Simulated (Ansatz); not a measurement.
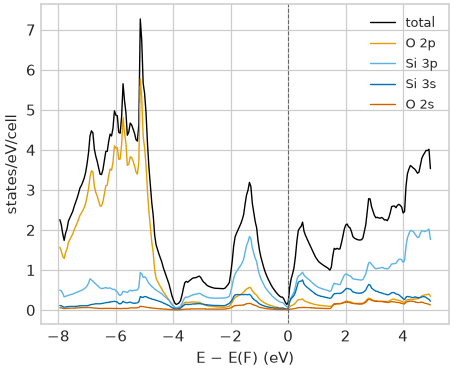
Total and projected density of states of SiO in space group Pnma (No. 62; Si on 4c, O on 4c), DFT-PBE+D3(BJ) in the program Ansatz with PAW potentials

**Question.** Which orbitals carry the states next to the Fermi level?

**Answer.** Within 0.5 eV of the Fermi level: Si 3p 46 %, Si 3s 30 %, O 2p 14 %, outside the projected shells 7 %. Projections are on Löwdin-orthogonalised atomic valence shells; empty p or d shells of many metals are not among them.

**Question.** Where is the tallest occupied peak in this window, and what makes it?

**Answer.** Near -5.1 eV, about 7.3 states/eV per cell; the largest projected share is O 2p.

The start of the workflow was typed in or built on a structure type; neither database checked (COD, Materials Project) lists it. Its standing as an ambient phase is unchecked. Symmetry was held in the PBE+D3(BJ) relaxation; whether a distortion lowers the energy is not shown. A small band overlap can be real or an error of a semilocal functional.

Potentials: the earlier of the program's two PAW sets.
